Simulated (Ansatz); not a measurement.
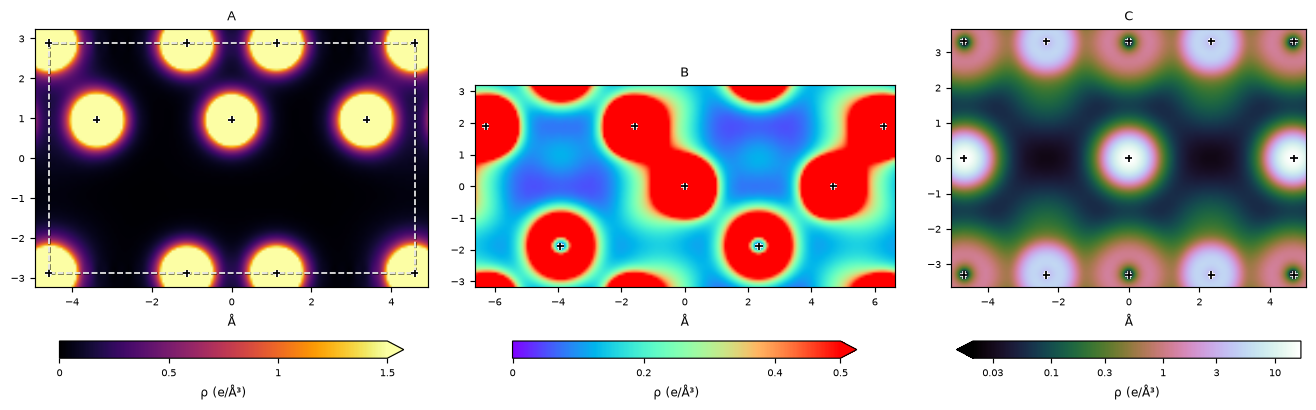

The valence pseudo-density of 3 systems, each on a plane through atoms (crosses mark nuclei in the plane).

Computed with DFT PBE, scalar-relativistic, plane waves, PAW in Ansatz 0.2.0.

System 1: Mo2Br, the (110) plane of the conventional cell. Space group P6₃/mmc; a structure generated by program, which may or may not match a known phase; computed without spin polarisation.

System 2: GeF5, the (110) plane of the conventional cell. Space group P-6m2; a structure generated by program, which may or may not match a known phase; computed without spin polarisation.

```yaml
crystal:
  lattice:
    - [3.33271, 0.00000, 0.00000]
    - [-1.66635, 2.88621, 0.00000]
    - [0.00000, 0.00000, 9.16539]
  atoms:
    - { symbol: Ge, position: [0.00000, 0.00000, 0.00000] }
    - { symbol: F, position: [0.66667, 0.33333, 0.86917] }
    - { symbol: F, position: [0.00000, 0.00000, 0.62318] }
    - { symbol: F, position: [0.66667, 0.33333, 0.50000] }
    - { symbol: F, position: [0.00000, 0.00000, 0.37682] }
    - { symbol: F, position: [0.66667, 0.33333, 0.13083] }
```

System 3: VWS3, the (101̄) plane of the conventional cell. Space group Pm-3m; a structure generated by program, which may or may not match a known phase; spin-polarised.

### Match each panel to its system.

Panel A is system 2, GeF5: the plane holds Ge and F. Ge–F (2.27 Å): ρ at the midpoint is about 0.34 e/Å³. Panel B is system 1, Mo2Br: the plane holds Mo and Br. Mo–Mo (2.47 Å): ρ is about 0.66 e/Å³ halfway. Panel C is system 3, VWS3: the plane holds V, W and S. W–S (2.34 Å): the density is about 0.64 e/Å³ at the midpoint.
